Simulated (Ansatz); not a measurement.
# CH7NOSi (SMILES OCN[SiH3]): HSE06/cc-pVDZ

Aim: the vertical singlet–triplet gap of CH7NOSi at HSE06/cc-pVDZ, from 2 runs. 

The results are computed with Ansatz 0.2.0.

122 further runs of the same task are left out: 122 set aside as unsound or not needed.

## Step 1: The molecule

CH7NOSi: 11 atoms, total charge 0, spin state singlet. SMILES: `OCN[SiH3]`. The coordinates come from a PBE0-D4/def2-TZVP relaxation. This is one conformer, not always the lowest.

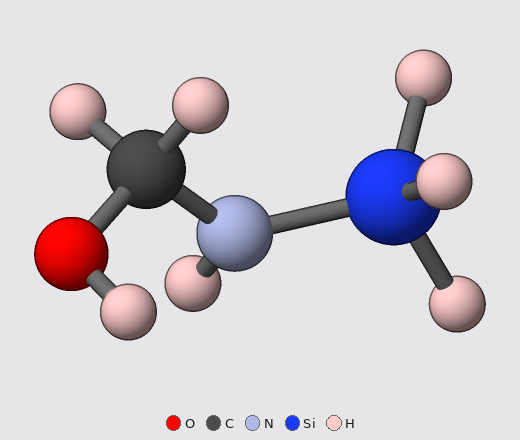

The structure, seen from a chosen angle (oxygen red, carbon dark grey, nitrogen light blue, silicon blue, hydrogen pink).

## Step 2: A single-point energy at HSE06/cc-pVDZ

Input file input.yaml:

```yaml
basis:
  gaussian: {orbitals: cc-pVDZ}
crystal:
  periodic: [false, false, false]
  atoms:
    - {symbol: O, position_ang: [-1.208000, 1.808500, -0.668400]}
    - {symbol: C, position_ang: [-0.009800, 1.197800, -0.260600]}
    - {symbol: N, position_ang: [0.021500, -0.204300, -0.552200]}
    - {symbol: Si, position_ang: [0.472500, -1.425900, 0.571200]}
    - {symbol: H, position_ang: [-1.930700, 1.291100, -0.299300]}
    - {symbol: H, position_ang: [0.776900, 1.753100, -0.781300]}
    - {symbol: H, position_ang: [0.150800, 1.320600, 0.820400]}
    - {symbol: H, position_ang: [0.033200, -0.410500, -1.539700]}
    - {symbol: H, position_ang: [-0.212700, -1.140500, 1.860100]}
    - {symbol: H, position_ang: [1.934400, -1.515500, 0.858100]}
    - {symbol: H, position_ang: [0.037100, -2.731600, 0.012700]}
magnetization: {spin_polarized: false}
hamiltonian: {xc: {name: HSE06}}
accuracy: high
output: {orbitals: {seedname: orbitals}}
```

Started as:

```bash
$ ansatz run input.yaml --threads 1 --pin off --max-ram 3480MiB --events-out events.jsonl --progress --plain --runs-dir runs
```

Output:

```text
Warning: RAYON_NUM_THREADS=1 ignored (pool sized by the plan → 1); use --threads N
Functional definition: HSE06
  name "HSE06"
  parameter a = 0.25
  parameter omega = 0.11/bohr
  exchange = pbe_x - a*pbe_x_sr(omega) + a*exact_x_sr(omega)
  correlation = pbe_c
2308 factors; integrals over basis functions are off by at most 3.8e-9 eV
104 factors; integrals over basis functions are off by at most 1.8e-9 eV
mean field evaluation 1: about -12550.8781 eV, gradient 5.4e1 eV
mean field evaluation 2: about -12543.8083 eV, gradient 7.8e1 eV
mean field evaluation 4: about -12556.5650 eV, gradient 3.8e0 eV
mean field evaluation 8: about -12556.8370 eV, gradient 1.7e-1 eV
mean field evaluation 16: about -12556.8371 eV, gradient 1.3e-5 eV
mean field -12556.83711652 eV, -461.4552527023 hartree, gradient 1.5e-8 eV, S^2 0.000000; 0 other end points of the search recorded, 0 dependent functions left out
reference -12556.83712010 eV, -461.4552528336 hartree; 21, 21 occupied and 74, 74 virtual orbitals, 2308 factors
Total energy: -12556.83712010 eV, -461.4552528336 hartree
```

Wall time 7.2 s (1 thread of Intel Xeon 6975P-C (Granite Rapids), shared host); peak memory 0.37 GiB.

## Step 3: The triplet, same level

Input file job.yaml:

```yaml
crystal:
  periodic: [false, false, false]
  atoms:
    - symbol: O
      position_ang: [-1.208000, 1.808500, -0.668400]
    - symbol: C
      position_ang: [-0.009800, 1.197800, -0.260600]
    - symbol: "N"
      position_ang: [0.021500, -0.204300, -0.552200]
    - symbol: Si
      position_ang: [0.472500, -1.425900, 0.571200]
    - symbol: H
      position_ang: [-1.930700, 1.291100, -0.299300]
    - symbol: H
      position_ang: [0.776900, 1.753100, -0.781300]
    - symbol: H
      position_ang: [0.150800, 1.320600, 0.820400]
    - symbol: H
      position_ang: [0.033200, -0.410500, -1.539700]
    - symbol: H
      position_ang: [-0.212700, -1.140500, 1.860100]
    - symbol: H
      position_ang: [1.934400, -1.515500, 0.858100]
    - symbol: H
      position_ang: [0.037100, -2.731600, 0.012700]
basis:
  gaussian:
    orbitals: cc-pVDZ
magnetization:
  spin_polarized: true
  initial_magnetization: 2
hamiltonian:
  xc: hse06
accuracy: high
output:
  orbitals: {seedname: orbitals}
```

Started as:

```bash
$ ansatz run job.yaml --threads 1 --pin off --max-ram 3480MiB --events-out events.jsonl --progress --plain --runs-dir runs
```

Output:

```text
Warning: RAYON_NUM_THREADS=1 ignored (pool sized by the plan → 1); use --threads N
Functional definition: HSE06
  name "HSE06"
  parameter a = 0.25
  parameter omega = 0.11/bohr
  exchange = pbe_x - a*pbe_x_sr(omega) + a*exact_x_sr(omega)
  correlation = pbe_c
2309 factors; integrals over basis functions are off by at most 3.8e-9 eV
104 factors; integrals over basis functions are off by at most 1.8e-9 eV
mean field evaluation 1: about -12546.3607 eV, gradient 3.1e1 eV
mean field evaluation 2: about -12542.7915 eV, gradient 4.3e1 eV
mean field evaluation 4: about -12550.3987 eV, gradient 4.2e0 eV
mean field evaluation 8: about -12550.7964 eV, gradient 1.1e0 eV
mean field evaluation 16: about -12550.8052 eV, gradient 6.4e-3 eV
mean field evaluation 32: about -12550.8052 eV, gradient 5.9e-8 eV
mean field -12550.80519164 eV, -461.2335835516 hartree, gradient 6.0e-8 eV, S^2 2.006880; 2 other end points of the search recorded, 0 dependent functions left out
reference -12550.80519555 eV, -461.2335836952 hartree; 22, 20 occupied and 73, 75 virtual orbitals, 2309 factors
Total energy: -12550.80519555 eV, -461.2335836952 hartree
```

Run time: 14 s. Hardware: 1 thread of Intel Xeon 6975P-C (Granite Rapids), shared host; peak memory 0.52 GiB.

## Step 4: Outcome

At HSE06/cc-pVDZ:

| quantity | value |
| --- | --- |
| singlet: total energy | -461.45525 Eh |
| singlet: HOMO energy | -6.58 eV |
| singlet: LUMO energy | 0.54 eV |
| singlet: HOMO–LUMO gap | 7.12 eV |
| triplet: total energy | -461.23358 Eh |
| triplet: HOMO energy (highest over α and β) | -0.99 eV |
| triplet: ⟨S²⟩ | 2.007 |
| vertical energy of the triplet above the singlet | 6.032 eV |

**Reading.** At this shape the triplet lies 6.03 eV (582 kJ/mol) above the singlet.
